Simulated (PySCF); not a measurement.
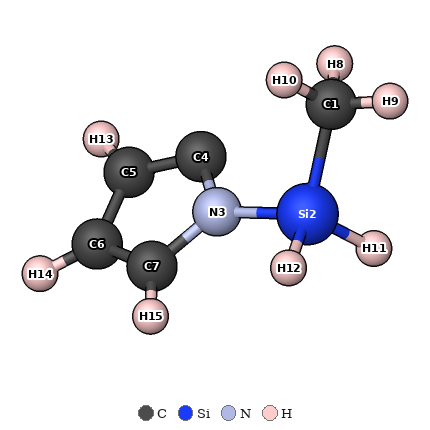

First-order isotropic EPR spectrum (fast tumbling, first derivative) of C₅H₈NSi, SMILES C[SiH2]n1[c]ccc1, doublet at 9.50 GHz, Lorentzian lines of 0.03 mT full width at half height, from computed g and hyperfine couplings (B3LYP/pcH-1, PySCF, at a GFN2-xTB geometry (no frequency check), gas phase); values of one conformer, averaged over methyl-type rotors alone; other conformers aren't averaged in; no vibrational averaging; dilute isotopes left out. The SMILES is one Lewis form and needn't show where the spin sits.

Give g and the hyperfine couplings.

Answer. g_iso = 2.0021, which centres the spectrum at 339.0 mT; it spans 3.6 mT.

```
     nuclei  isotope  a (mT)  a (MHz)
         N3      ¹⁴N    0.93     26.2
        H13       ¹H    0.58     16.3
        H14       ¹H    0.50     14.1
        H15       ¹H    0.47     13.3
H8, H9, H10       ¹H    0.04      1.1
        H11       ¹H   −0.03     −0.8
        H12       ¹H    0.01      0.3
```

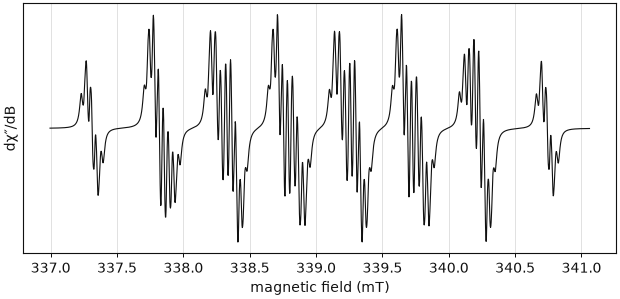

Caveats: the tight-binding geometry is rougher than a DFT one and adds to the error.
